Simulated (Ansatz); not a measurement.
**NH3 (SMILES N) at 6 levels**

We compute a comparison of 6 runs (B2PLYP/6-31G, B3LYP/6-31G, HSE06/6-31G, PBE/6-31G, PBE0/6-31G, UPBE/3-21G) of NH3. 

The calculation is run with Ansatz 0.2.0.

48 further runs of the same task are left out: 48 set aside as unsound or not needed.

### Step 1. The system as given

The species is NH3 (4 atoms), meant as a singlet with charge 0. SMILES: `N`. The H2–N1 distance was set to 2.531 Å, away from the relaxed value. At this shape a bond of the SMILES string is far longer than usual.

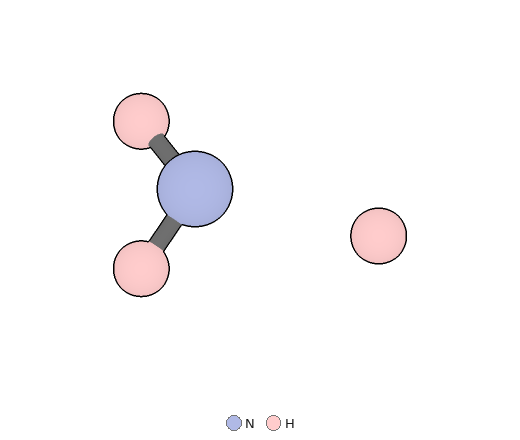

Viewed from a chosen angle; nitrogen light blue, hydrogen pink.

### Step 2. The energy at B2PLYP/6-31G (run 1)

The input, in.yaml:

```yaml
crystal:
  periodic: [false, false, false]
  atoms:
    - {symbol: "N", position_ang: [-0.910458, 1.076384, -0.846420]}
    - {symbol: H, position_ang: [0.490470, -0.301820, 0.749180]}
    - {symbol: H, position_ang: [-1.728028, 0.524974, -1.076260]}
    - {symbol: H, position_ang: [-0.373628, 1.181194, -1.698550]}
basis:
  gaussian:
    orbitals: 6-31G
hamiltonian:
  xc: {name: B2PLYP}
correlation:
  frozen_orbitals: {H: 0, "N": 1}
accuracy: high
total_charge: 0
```

On the command line:

```sh
$ ansatz run in.yaml --threads 1 --pin off --max-ram 3480MiB --events-out events.jsonl --progress --plain --runs-dir runs
```

Standard output:

```text
Warning: RAYON_NUM_THREADS=1 ignored (pool sized by the plan → 1); use --threads N
Functional definition: B2PLYP
  name "B2PLYP"
  parameter a = 0.53
  parameter c = 0.27
  exchange = (1 - a)*b88_x + a*exact_x
  correlation = (1 - c)*lyp_c + c*(mp2_os + mp2_ss)
348 factors; integrals over basis functions are off by at most 9.8e-9 eV
mean field evaluation 1: about -1518.2094 eV, gradient 5.3e1 eV
mean field evaluation 2: about -1518.2065 eV, gradient 5.3e1 eV
mean field evaluation 4: about -1528.1118 eV, gradient 4.3e0 eV
mean field evaluation 8: about -1528.2376 eV, gradient 4.4e-1 eV
mean field evaluation 16: about -1528.2381 eV, gradient 2.5e-5 eV
mean field evaluation 32: about -1527.2315 eV, gradient 1.0e1 eV
mean field -1528.23805897 eV, -56.1617127903 hartree, gradient 2.5e-8 eV, S^2 0.000000; 1 other end points of the search recorded, 0 dependent functions left out; unrestricted orbitals would lower it
1 core orbitals not correlated: weight in the atoms' cores, before any rotation towards them, 1.000 or more for the frozen orbitals, at most 0.000 for the correlated occupied ones
reference -1528.23807497 eV, -56.1617133781 hartree; 4, 4 occupied and 10, 10 virtual orbitals, 348 factors
second order -7.20493850 eV of doubles, -0.00000000 eV of singles
Total energy: -1530.18340836 eV, -56.2332030618 hartree
```

It took 0.56 s on 1 thread of Intel Xeon 6975P-C (Granite Rapids), shared host.

### Step 3. The energy at B3LYP/6-31G (run 2)

The input, run.yaml:

```yaml
crystal:
  periodic: [false, false, false]
  atoms:
    - {symbol: "N", position_ang: [-0.910458, 1.076384, -0.846420]}
    - {symbol: H, position_ang: [0.490470, -0.301820, 0.749180]}
    - {symbol: H, position_ang: [-1.728028, 0.524974, -1.076260]}
    - {symbol: H, position_ang: [-0.373628, 1.181194, -1.698550]}
basis:
  gaussian:
    orbitals: 6-31G
hamiltonian:
  xc: {name: B3LYP}
accuracy: high
```

On the command line:

```sh
$ ansatz run run.yaml --threads 1 --pin off --max-ram 3480MiB --events-out events.jsonl --progress --plain --runs-dir runs
```

Standard output:

```text
Warning: RAYON_NUM_THREADS=1 ignored (pool sized by the plan → 1); use --threads N
Functional definition: B3LYP
  name "B3LYP"
  parameter a0 = 0.2
  parameter ax = 0.72
  parameter ac = 0.81
  exchange = (1 - a0 - ax)*slater_x + ax*b88_x + a0*exact_x
  correlation = (1 - ac)*vwn_rpa_c + ac*lyp_c
348 factors; integrals over basis functions are off by at most 9.8e-9 eV
mean field evaluation 1: about -1518.1745 eV, gradient 6.5e1 eV
mean field evaluation 2: about -1491.7942 eV, gradient 1.1e2 eV
mean field evaluation 4: about -1532.2573 eV, gradient 6.4e0 eV
mean field evaluation 8: about -1532.3994 eV, gradient 1.9e-2 eV
mean field evaluation 16: about -1532.3960 eV, gradient 1.2e-6 eV
mean field -1532.39597092 eV, -56.3145132360 hartree, gradient 4.6e-8 eV, S^2 0.000000; 0 other end points of the search recorded, 0 dependent functions left out
reference -1532.39599555 eV, -56.3145141410 hartree; 5, 5 occupied and 10, 10 virtual orbitals, 348 factors
Total energy: -1532.39599555 eV, -56.3145141410 hartree
```

It took 0.3 s on 1 thread of Intel Xeon 6975P-C (Granite Rapids), shared host.

Runs 3 to 5 aren't shown in full; the table further down has their settings and results.

### Step 4. A single-point energy at UPBE/3-21G (run 6)

The input, job.yaml:

```yaml
crystal:
  periodic: [false, false, false]
  atoms:
    - {symbol: "N", position_ang: [-0.910458, 1.076384, -0.846420]}
    - {symbol: H, position_ang: [0.490470, -0.301820, 0.749180]}
    - {symbol: H, position_ang: [-1.728028, 0.524974, -1.076260]}
    - {symbol: H, position_ang: [-0.373628, 1.181194, -1.698550]}
basis:
  gaussian: {orbitals: 3-21G.json}
magnetization: {spin_polarized: true, initial_magnetization: 0}
hamiltonian: {xc: {name: PBE}}
accuracy: high
```

The basis set 3-21G is read from a file made from the Basis Set Exchange's data (not shown).

On the command line:

```sh
$ ansatz run job.yaml --threads 1 --pin off --max-ram 3480MiB --events-out events.jsonl --progress --plain --runs-dir runs
```

Standard output:

```text
Warning: RAYON_NUM_THREADS=1 ignored (pool sized by the plan → 1); use --threads N
Functional definition: PBE
  name "PBE"
  parameter kappa = 0.804
  parameter beta = 0.06672455060314922
  exchange = pbe_x(kappa = kappa, mu = beta*pi^2/3)
  correlation = pbe_c(beta = beta)
284 factors; integrals over basis functions are off by at most 1.9e-9 eV
mean field evaluation 1: about -1508.3617 eV, gradient 4.7e1 eV
mean field evaluation 2: about -1479.4921 eV, gradient 7.6e1 eV
mean field evaluation 4: about -1514.6632 eV, gradient 2.5e1 eV
mean field evaluation 8: about -1520.0991 eV, gradient 1.6e1 eV
mean field evaluation 16: about -1522.4713 eV, gradient 1.4e-8 eV
mean field evaluation 32: about -1513.6939 eV, gradient 4.3e1 eV
mean field -1523.24906529 eV, -55.9783706541 hartree, gradient 2.9e-8 eV, S^2 0.892828; 3 other end points of the search recorded, 0 dependent functions left out
reference -1523.24906684 eV, -55.9783707110 hartree; 5, 5 occupied and 10, 10 virtual orbitals, 284 factors
Total energy: -1523.24906684 eV, -55.9783707110 hartree
```

Run time: 1.1 s. Hardware: 1 thread of Intel Xeon 6975P-C (Granite Rapids), shared host.

### Step 5. Overview of the runs

```
run         level  frozen core orbitals  energy (Eh)  wall time
  1  B2PLYP/6-31G                     1   -56.233203     0.56 s
  2   B3LYP/6-31G                     –   -56.314514      0.3 s
  3   HSE06/6-31G                     –   -56.230516     0.36 s
  4     PBE/6-31G                     –   -56.251673     0.28 s
  5    PBE0/6-31G                     –   -56.232893     0.28 s
  6    UPBE/3-21G                     –   -55.978371      1.1 s
```

### Step 6. Outcome

| quantity | value |
| --- | --- |
| run 6: total energy | -55.97837 Eh |
| run 6: ⟨S²⟩ | 0.893 |

Totals of different functionals can't be ranked against each other. In run 1 the log says that unrestricted orbitals would lower the reference, so the values rest on an unstable closed-shell determinant (other closed-shell runs at this shape may share the fault). In runs 1, 2, 3, 4, 5 a closed-shell determinant meets a far-stretched bond, which it describes badly. Spin contamination of the reference: run 6 ⟨S²⟩ = 0.89. Where it is this large, the reference is a mixture of spin states, and values that rest on it are in doubt. All runs together took 2.9 s, the longest 1.1 s.
